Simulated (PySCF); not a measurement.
Input file:

```
{"job": {"kind": "nmr", "xc": "PBE0", "basis": "pcSseg-1"}, "charge": 0, "multiplicity": 1}
C      2.351673     1.073119     0.127695
C      1.134429     0.616842    -0.133615
O      0.181742     1.404043    -0.667908
Si    -1.368296     0.918523    -0.908174
C     -1.772578    -0.359446     0.443205
C     -0.473263    -0.796087     1.125164
C      0.688932    -0.803336     0.121872
O      0.201719    -1.369574    -1.079238
H      3.105434     0.436294     0.551129
H      2.612878     2.097659    -0.064658
H     -2.046706     2.195578    -0.704008
H     -1.532628     0.387483    -2.258587
H     -2.458928     0.030432     1.193328
H     -2.250186    -1.230765    -0.000334
H     -0.212035    -0.109954     1.933536
H     -0.585191    -1.794764     1.551793
H      1.532270    -1.389206     0.514486
H      0.881977    -1.300525    -1.757343
```

Run with:

```sh
OMP_NUM_THREADS=1 python probes_run.py task.json out
```

Geometry: GFN2-xTB.

These are results of PBE0/pcSseg-1, SCF density, gas phase, non-relativistic (PySCF), not measurements.

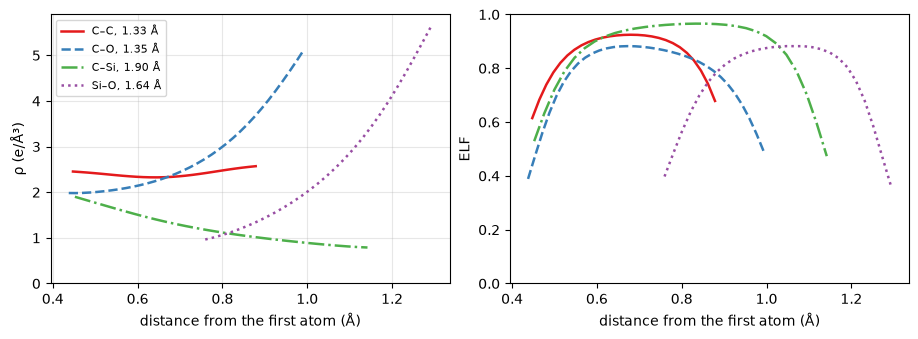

C5H10O2Si (SMILES C=C1O[SiH2]CC[C@H]1O). Electron density and ELF along straight lines between neighbouring atoms. The curves leave out the atomic cores.

**Compare the contacts.**

C–C (1.33 Å): ρ is about 2.3 e/Å³ halfway; the ELF peaks at about 0.90 between the atoms; a short, multiple covalent bond.
C–O (1.35 Å): ρ at the midpoint is about 2.3 e/Å³, with its minimum of 2 e/Å³ about 0.5 Å from C; the ELF peaks at about 0.90 between the atoms, as expected for a shared but strongly polarised pair.
C–Si (1.90 Å): ρ at the midpoint is about 0.94 e/Å³; the ELF peaks at about 0.95 between the atoms, as expected for localised, covalent bonding.
Si–O (1.64 Å): ρ is about 1.1 e/Å³ halfway; the ELF peaks at about 0.90 between the atoms, as expected for a shared but strongly polarised pair.
